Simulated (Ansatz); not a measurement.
Ligand exchange: GeH2(CH3)2 + BHF2 → GeH2(CH3)F + BH(CH3)F

Species: GeH2(CH3)2, singlet; BHF2 `FBF`, singlet; GeH2(CH3)F, singlet; BH(CH3)F, singlet. The partners trade CH3 for F: Ge–CH3 and B–F bonds give way to Ge–F and B–CH3.

Shapes, held fixed at every level: PBE0-D4/def2-TZVP. Programs: Ansatz 0.2.0. The zero-point and thermal change to 298 K, harmonic and unscaled (PBE0-D4/def2-TZVP), is -2.0 kJ/mol.

| level | kind | ΔH(298 K) (kJ/mol) | less CCSD(T)/def2-TZVPP |
| --- | --- | --- | --- |
| SPW92/def2-TZVPP | LDA | +74.0 | -1.8 |
| PBE-D4/def2-TZVPP | GGA | +66.9 | -8.9 |
| BHLYP-D4/def2-TZVPP | global hybrid | +67.6 | -8.2 |
| PBE0-D4/def2-TZVPP | global hybrid | +69.4 | -6.4 |
| wB97M-V/def2-TZVPP | range-separated hybrid | +67.4 | -8.4 |
| MP2/def2-TZVPP | perturbation theory | +77.7 | +1.9 |
| CCSD(T)/def2-SVP | coupled cluster or CI | +78.7 | +2.9 |
| CCSD(T)/def2-TZVPP | coupled cluster or CI | +75.8 | 0.0 |

The highest level, CCSD(T)/def2-TZVPP, gives ΔH(298 K) = +75.8 kJ/mol; the levels span +66.9 to +78.7. The column of differences is taken from that level and isn't an error. No measured value is set beside it here. Relativity is left out for Ge unless named. Correlated rows may include outer-core shells of Ge, which these sets cover unevenly.

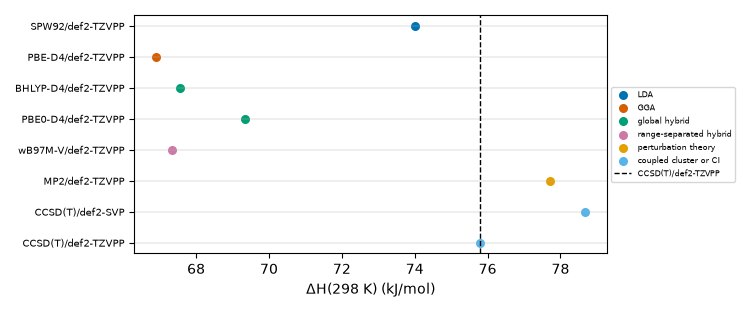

The values of the table, level by level.
